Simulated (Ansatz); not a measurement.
CH$_{4}$AlBO (SMILES [CH3][Al]1[BH][O]1)

```yaml
atoms:
  - { symbol: C, position_ang: [-0.8515, 1.2801, -0.4307] }
  - { symbol: Al, position_ang: [-0.0253, -0.4721, -0.2769] }
  - { symbol: B, position_ang: [1.1190, -1.9651, 0.3884] }
  - { symbol: O, position_ang: [1.1868, -0.8034, 1.0335] }
  - { symbol: H, position_ang: [-1.5584, 1.3480, -1.2591] }
  - { symbol: H, position_ang: [-1.3815, 1.5206, 0.4961] }
  - { symbol: H, position_ang: [-0.0783, 2.0412, -0.5731] }
  - { symbol: H, position_ang: [1.6814, -3.0065, 0.5660] }
```

Geometry: PBE0-D4/def2-TZVP.

Theory: Ansatz 0.2.0, RKS PBE0-D4/def2-TZVPP.

What will maps of the electron density and electron localisation function show?

B–O (1.33 Å): ρ at the midpoint is about 2.3 e/Å³; the ELF peaks at about 0.85 between the atoms; a short, strongly polar bond.
Al–O (1.82 Å): ρ is about 0.72 e/Å³ halfway; the ELF peaks at about 0.85 in the valence shell of O, 0.6 Å from its nucleus, and is about 0.45 at the midpoint.
C–Al (1.94 Å): ρ is about 0.72 e/Å³ halfway; the ELF peaks at about 0.95 between the atoms: a polar covalent bond.
Al–B (2.00 Å): ρ is about 0.52 e/Å³ halfway; the ELF peaks at about 0.55 in the valence shell of B, 0.8 Å from its nucleus, and is about 0.45 at the midpoint.

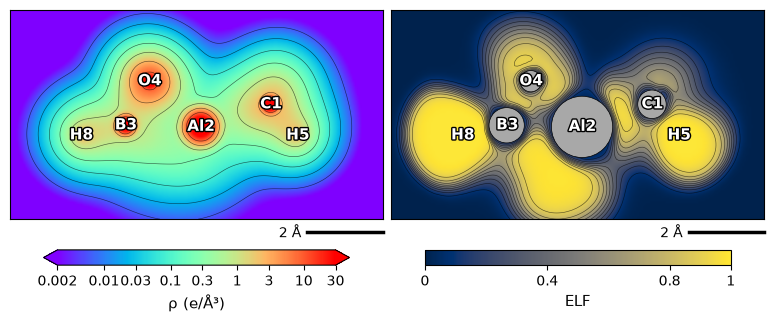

Computed electron density and electron localisation function on the plane of atoms C1, Al2 and O4, in this order. Grey discs cover the atomic cores in the ELF map. 
